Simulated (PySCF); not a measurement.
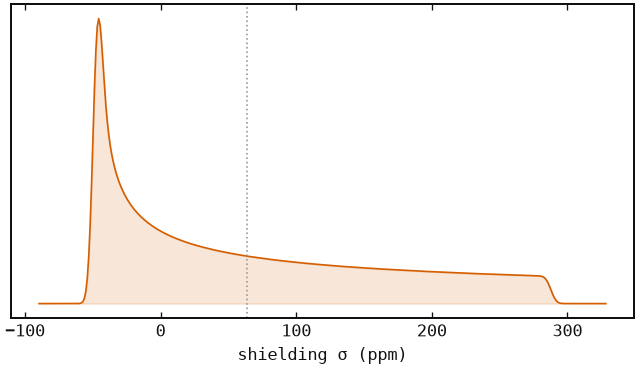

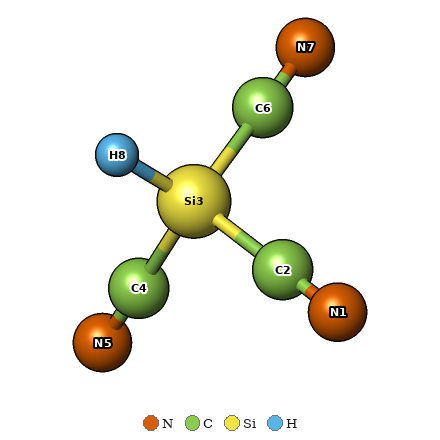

Static powder pattern (¹³C) from GIAO shielding tensors of C₃HN₃Si, SMILES N#C[SiH](C#N)C#N, PBE0/pcSseg-2 with PySCF 2.14.0, at a PBE0-D3(BJ)/def2-SVP geometry (no frequency check); absolute shielding, one fixed geometry of the isolated molecule without any motion, no dipolar terms. The dotted line is the isotropic value; skew is 3(σiso − σ22)/span.

### The pattern belongs to C6. Give the principal values, span and skew.

C6: σ11, σ22, σ33 = −49, −47, 288 ppm, isotropic 64, span 337 ppm, skew 0.99.
